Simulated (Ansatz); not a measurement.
**CH3NSi: rigid scan of one bond length from a Python script**

How does the energy of CH3NSi change as one bond is stretched? Aim: a rigid scan of one bond length, for CH3NSi, run from a script. SMILES: C1=N[SiH2]1.

Computed with Ansatz 0.2.0 through its Python package. Level of theory: B3LYP+D3(BJ)/6-31G*.

## 1. The structure

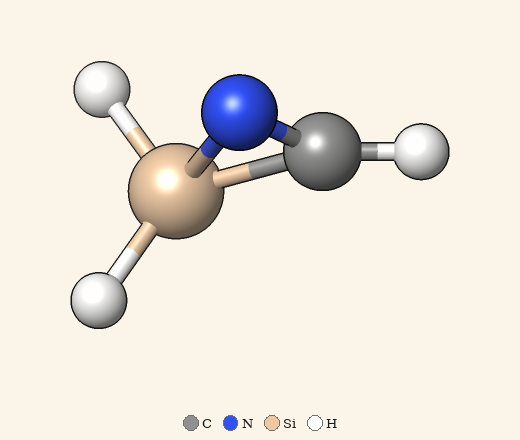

The structure that the script starts from, seen from a chosen angle (carbon grey, nitrogen blue, silicon light orange, hydrogen white).

The script reads ch3nsi.xyz:

```xyz
6

C    -0.41180   -0.98130   -0.11860
N     0.73760   -0.89620    0.25690
Si   -0.02500    0.74200   -0.02810
H    -1.09510   -1.72830   -0.34660
H     0.80800    1.36300   -1.11350
H     0.02840    1.43670    1.30360
```

## 2. Script

ch3nsi.py

```python
"""Potential curve of CH3NSi along one bond."""

import ansatz as az
import numpy as np


def main() -> None:
    ch3nsi = az.Crystal.molecule_from_extxyz("ch3nsi.xyz")

    symbols = [site.symbol for site in ch3nsi.cartesian_sites]
    start = np.array([site.position_ang for site in ch3nsi.cartesian_sites])
    axis = (start[5] - start[2]) / np.linalg.norm(start[5] - start[2])
    moving = [5]
    lengths, energies = [1.323, 1.383, 1.443, 1.503, 1.563, 1.623, 1.683, 1.773], []
    for length in lengths:
        xyz = start.copy()
        xyz[moving] += (length - np.linalg.norm(start[5] - start[2])) * axis
        point = az.Crystal.molecule()
        for symbol, place in zip(symbols, xyz):
            point = point.atom(symbol, place.tolist())
        model = point.calculation()
        model = model.basis(gaussian="6-31G*")
        model = model.functional("b3lyp", dispersion="d3bj")
        data = model.run().report
        energies.append(data["free_energy_ev"])
        print(f"r = {length:6.3f} A  E = {energies[-1]:.5f} eV  <S^2> = {abs(data['mean_field']['state']['spin_squared']):.3f}")

    # quartic fit about the minimum
    fit = np.polynomial.Polynomial.fit(lengths, np.array(energies) - min(energies), 4).convert()
    roots = [r.real for r in fit.deriv().roots() if abs(r.imag) < 1e-9 and fit.deriv(2)(r.real) > 0]
    r_e = min(roots, key=lambda r: abs(r - lengths[int(np.argmin(energies))]))
    print(f"minimum of the fit at {r_e:.4f} A, force constant {fit.deriv(2)(r_e):.2f} eV/A^2")


if __name__ == "__main__":
    main()
```

## 3. The run

Started as:

```sh
python ch3nsi.py
```

The program printed:

```text
r =  1.323 A  E = -10451.02869 eV  <S^2> = 0.000
r =  1.383 A  E = -10451.21779 eV  <S^2> = 0.000
r =  1.443 A  E = -10451.30382 eV  <S^2> = 0.000
r =  1.503 A  E = -10451.31055 eV  <S^2> = 0.000
r =  1.563 A  E = -10451.25680 eV  <S^2> = 0.000
r =  1.623 A  E = -10451.15766 eV  <S^2> = 0.000
r =  1.683 A  E = -10451.02548 eV  <S^2> = 0.000
r =  1.773 A  E = -10450.78824 eV  <S^2> = 0.000
minimum of the fit at 1.4782 A, force constant 18.93 eV/A^2
```

It took 9.3 s on 1 thread of Arm Neoverse V1, shared host; peak memory 0.17 GiB.

## 4. Run by run

One row for each of the 8 runs:

```csv
run,distance (Å),energy from run 4 (eV),SCF cycles,CPU time (s)
1,1.32,0.2819,15,1.1
2,1.38,0.0928,15,1.1
3,1.44,0.0067,15,1.1
4,1.50,0.0000,15,1.1
5,1.56,0.0537,15,1.1
6,1.62,0.1529,15,1.1
7,1.68,0.2851,15,1.1
8,1.77,0.5223,15,1.1
```

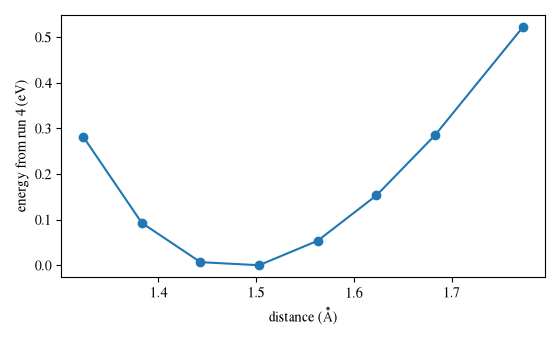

Energy against distance; lines join the points.

## 5. Summary of results

| quantity | value |
| --- | --- |
| bond length at the fit's minimum | 1.4782 Å |
| runs compared | 8 |
| range of energy | 0.522 eV |
| lowest point, distance (Å) | 1.50 |

In words: The curve has its lowest point inside the range, at 1.50. The ends stand 0.282 and 0.522 eV above it. The distance scanned is the script's pair 2, 5. The rest of the molecule is held rigid at a force-field or estimated start geometry, and the basis set is modest; single-reference methods fail as a bond breaks. b3lyp holds the VWN-RPA fit, as in Gaussian; the form of ORCA and Turbomole is b3lyp5. The orbitals are restricted, so S² is zero by construction.
